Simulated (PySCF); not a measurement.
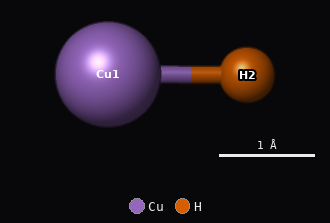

Figure 1. The structure as given in the input (ball-and-stick view, seen on its broad side; atoms are numbered from 1 in the order of the input). Sticks mark near contacts. Bond lengths as drawn: Cu–H 1.48 Å.

# What a change does: excited-state calculation on CuH

System: CuH, SMILES [CuH].
Method of the first run: TDDFT PBE0/aug-cc-pVDZ, vertical, gas phase, core orbitals frozen in the response (PySCF 2.14.0).

The geometry comes from this level: PBE0-D3(BJ)/def2-SVP. Text and figures count atoms from 1; the logs count them from 0 in places.

## The input, the first run
```
{"job": {"kind": "uv", "xc": "PBE0", "basis": "aug-cc-pVDZ"}, "charge": 0, "multiplicity": 1}
Cu     0.740721    -0.006013    -0.005410
H     -0.735201     0.008553    -0.022890
```

The first line tells a small driver script what to run in PySCF; the rest is the geometry in Å.

Hardware: 1 CPU thread, shared host.

## Output (the first run)
```
coarse grid: 9912 points
cycle   1  E = -1640.1379915461  dE =  3.039e-01  |g| = 2.863e+00  |ddm| = 2.695e+00
cycle   2  E = -1638.3101485415  dE =  1.828e+00  |g| = 5.398e+00  |ddm| = 5.675e+00
cycle   3  E = -1640.8366417787  dE = -2.526e+00  |g| = 5.848e-01  |ddm| = 4.569e+00
cycle   4  E = -1640.8752650107  dE = -3.862e-02  |g| = 1.158e-01  |ddm| = 5.491e-01
cycle   5  E = -1640.8766972635  dE = -1.432e-03  |g| = 2.222e-02  |ddm| = 9.763e-02
cycle   6  E = -1640.8768060489  dE = -1.088e-04  |g| = 7.217e-03  |ddm| = 3.192e-02
cycle   7  E = -1640.8768145540  dE = -8.505e-06  |g| = 3.352e-03  |ddm| = 1.254e-02
cycle   8  E = -1640.8768161202  dE = -1.566e-06  |g| = 8.917e-04  |ddm| = 3.937e-03
final grid: 18416 points
cycle   9  E = -1640.8768032406  dE =  4.582e-07  |g| = 2.563e-03  |ddm| = 1.927e-03
cycle  10  E = -1640.8767990763  dE =  4.164e-06  |g| = 7.542e-03  |ddm| = 5.702e-03
cycle  11  E = -1640.8768038092  dE = -4.733e-06  |g| = 8.601e-05  |ddm| = 4.162e-03
cycle  12  E = -1640.8768038105  dE = -1.306e-09  |g| = 3.041e-05  |ddm| = 1.254e-04
cycle  13  E = -1640.8768038108  dE = -3.022e-10  |g| = 4.503e-06  |ddm| = 7.464e-05
converged SCF energy = -1640.8768038108

Static polarisability (au): isotropic 33.004, principal 31.508 31.508 35.996

Singlet excitations
state   eV       nm        f      main configurations
  1   3.0834    402.1   0.04002   H->L 0.93
  2   3.5090    353.3   0.00000   H-2->L 0.98
  3   3.5090    353.3   0.00000   H-1->L 0.98
  4   3.6634    338.4   0.00171   H-4->L 0.96
  5   3.6634    338.4   0.00171   H-3->L 0.96
  6   5.3113    233.4   0.17871   H->L+1 0.53, H->L+2 0.36
  7   5.3113    233.4   0.17871   H->L+2 0.53, H->L+1 0.36
  8   5.8645    211.4   0.00000   H-1->L+2 0.45, H-2->L+1 0.45
  9   5.8645    211.4   0.00000   H-2->L+2 0.45, H-1->L+1 0.45
 10   6.0277    205.7   0.00880   H-5->L 0.27, H-4->L+2 0.23, H-3->L+1 0.23

Triplet excitations (Tamm-Dancoff, eV): 2.2642 3.2285 3.2285 3.2818
```

For the second run the input was changed thus:
```diff
-"basis": "aug-cc-pVDZ"
+"basis": "def2-TZVPD"
```

Predict how the results change.

The total energy of the second run is 23.9 kcal/mol higher, which measures the change of basis and not a stability. The dipole moment goes from 2.79 to 2.83 D. The lowest excitation goes from 3.08 to 3.13 eV. The strongest computed line goes from 5.31 to 5.44 eV. The number of SCF iterations is the same. The basis functions go from 68 to 57.

## Output (the second run)
```
coarse grid: 9912 points
cycle   1  E = -1639.9388217891  dE =  4.523e-01  |g| = 3.244e+00  |ddm| = 1.331e+00
cycle   2  E = -1637.9260022367  dE =  2.013e+00  |g| = 6.007e+00  |ddm| = 3.682e+00
cycle   3  E = -1640.7770886473  dE = -2.851e+00  |g| = 7.604e-01  |ddm| = 2.545e+00
cycle   4  E = -1640.8371675024  dE = -6.008e-02  |g| = 1.243e-01  |ddm| = 6.054e-01
cycle   5  E = -1640.8386735303  dE = -1.506e-03  |g| = 2.005e-02  |ddm| = 6.179e-02
cycle   6  E = -1640.8387698365  dE = -9.631e-05  |g| = 5.723e-03  |ddm| = 1.828e-02
cycle   7  E = -1640.8387775520  dE = -7.715e-06  |g| = 3.279e-03  |ddm| = 1.101e-02
cycle   8  E = -1640.8387790538  dE = -1.502e-06  |g| = 9.670e-04  |ddm| = 2.852e-03
final grid: 18416 points
cycle   9  E = -1640.8387887827  dE =  5.242e-07  |g| = 2.808e-03  |ddm| = 1.265e-03
cycle  10  E = -1640.8387841733  dE =  4.609e-06  |g| = 8.190e-03  |ddm| = 3.077e-03
cycle  11  E = -1640.8387894210  dE = -5.248e-06  |g| = 8.180e-05  |ddm| = 2.225e-03
cycle  12  E = -1640.8387894221  dE = -1.104e-09  |g| = 2.414e-05  |ddm| = 9.409e-05
cycle  13  E = -1640.8387894224  dE = -2.206e-10  |g| = 4.849e-06  |ddm| = 5.199e-05
converged SCF energy = -1640.8387894224

Static polarisability (au): isotropic 32.044, principal 30.191 30.191 35.749

Singlet excitations
state   eV       nm        f      main configurations
  1   3.1333    395.7   0.04307   H->L 0.92
  2   3.5956    344.8   0.00000   H-1->L 0.98
  3   3.5956    344.8   0.00000   H-2->L 0.98
  4   3.7576    330.0   0.00181   H-3->L 0.97
  5   3.7576    330.0   0.00181   H-4->L 0.97
  6   5.4384    228.0   0.18721   H->L+1 0.88
  7   5.4384    228.0   0.18721   H->L+2 0.88
  8   5.9966    206.8   0.00000   H-1->L+1 0.44, H-2->L+2 0.44
  9   5.9966    206.8   0.00000   H-1->L+2 0.44, H-2->L+1 0.44
 10   6.1606    201.3   0.01611   H-5->L 0.33, H-4->L+2 0.31, H-3->L+1 0.31

Triplet excitations (Tamm-Dancoff, eV): 2.2918 3.3265 3.3265 3.3849
```

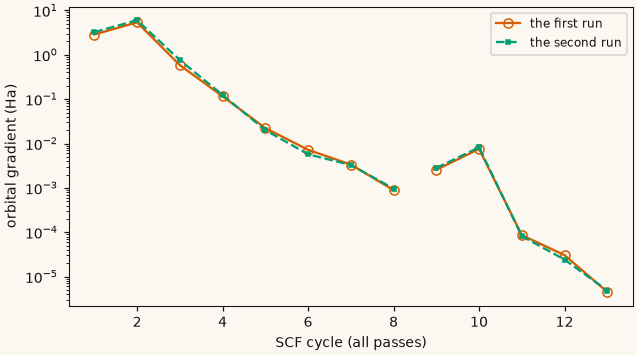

Figure 2. Convergence of the two runs: orbital gradient against the SCF cycle. A break in a curve parts two SCF passes (coarse and final grid). The first run takes 13 cycles in all, and the second run takes 13.

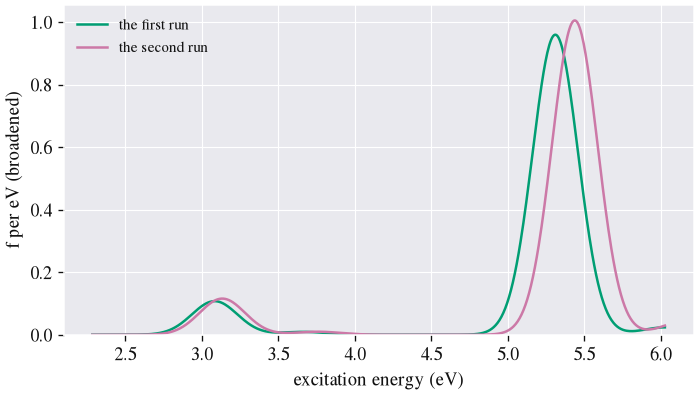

Figure 3. Absorption of the two runs from their computed states, each broadened by a Gaussian of 0.35 eV full width; the range ends where the shorter list of states ends.

## The two runs side by side

| quantity | the first run | the second run |
| --- | --- | --- |
| outcome | converged | converged |
| total energy (hartree) | −1640.876804 | −1640.838789 |
| HOMO (eV) | −6.62 | −6.66 |
| LUMO (eV) | −1.96 | −1.98 |
| dipole moment (D) | 2.79 | 2.83 |
| lowest excitation (eV) | 3.08 | 3.13 |
| SCF iterations | 13 | 13 |
| strongest computed line (eV) | 5.31 | 5.44 |
| basis functions | 68 | 57 |
| wall time (shared host) | 1.1 s | 0.9 s |
